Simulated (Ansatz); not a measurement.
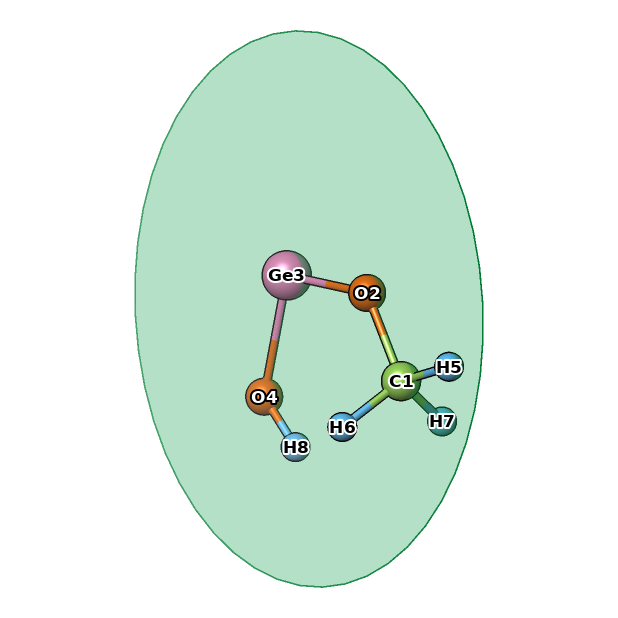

A disc through the centre of mass is drawn in. Distant atoms are faded towards the background colour. Computed geometry: PBE0-D4/def2-TZVP optimisation.

Is the plane of the disc a mirror plane of the structure?

Answer. Yes. The reflection leaves C1, O2, Ge3, O4, H5, H8 in place and moves H6 ↔ H7. The point group is Cs.
